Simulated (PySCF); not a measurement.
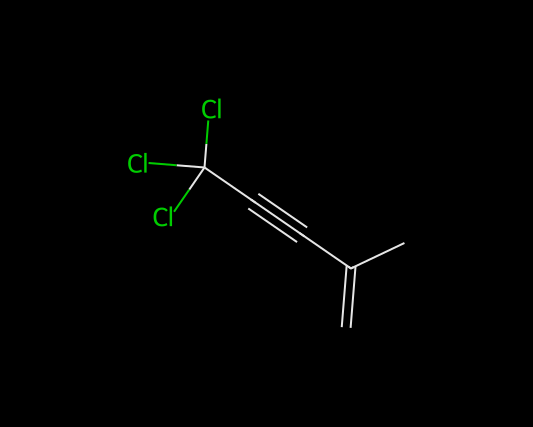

The geometry was computed by an optimisation with PBE0-D3(BJ)/def2-SVP. No frequency run is at hand to confirm it as a minimum. Program: PySCF 2.14.0.

Tabulate HOMO energy (eV) at these levels: B3LYP/def2-SVPD; B3LYP/def2-SVPD in acetonitrile (IEF-PCM); B3LYP/def2-SVPD in dimethylsulfoxide (IEF-PCM); PBE0/pcSseg-1 in acetonitrile (IEF-PCM); PBE0/pcSseg-1 in dimethylsulfoxide (IEF-PCM).

| level | HOMO energy (eV) |
| --- | --- |
| B3LYP/def2-SVPD | −7.23 |
| B3LYP/def2-SVPD in acetonitrile (IEF-PCM) | −7.10 |
| B3LYP/def2-SVPD in dimethylsulfoxide (IEF-PCM) | −7.10 |
| PBE0/pcSseg-1 in acetonitrile (IEF-PCM) | −7.36 |
| PBE0/pcSseg-1 in dimethylsulfoxide (IEF-PCM) | −7.36 |
